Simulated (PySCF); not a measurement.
SMILES C1CCC(C1)=O (C5H8O) at its B3LYP/def2-SVP optimised geometry (Å):

```
14

O     -0.0015    -2.2195     2.1537
C     -0.0003    -1.2663     1.4161
C      1.1462    -0.8491     0.4865
C      0.7730     0.5583     0.0000
C     -0.7722     0.5583     0.0000
C     -1.1453    -0.2605     1.2438
H      2.1166    -0.9382     0.9974
H      1.1592    -1.5727    -0.3497
H      1.1992     0.8085    -0.9831
H      1.1445     1.3131     0.7148
H     -1.1438     0.0517    -0.9077
H     -1.1985     1.5727     0.0000
H     -1.1555     0.3709     2.1516
H     -2.1166    -0.7759     1.2053
```

Level of theory: B3LYP/def2-TZVP (PySCF 2.14.0). Cells within 0.4 Å of a nucleus heavier than hydrogen are left out (blank, or x).

Map of the Laplacian of the electron density (e/bohr⁵), clipped to [-1.50, 1.50] on the plane z = 0.0 Å:

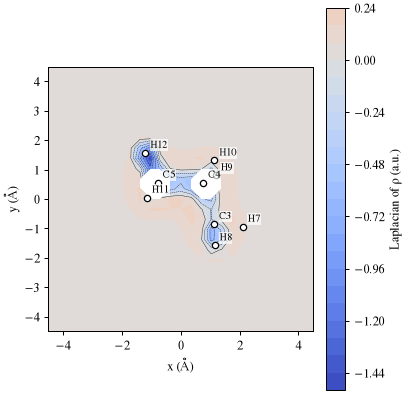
*Laplacian of the electron density (e/bohr⁵), clipped to [-1.50, 1.50] on the plane z = 0.0 Å.*
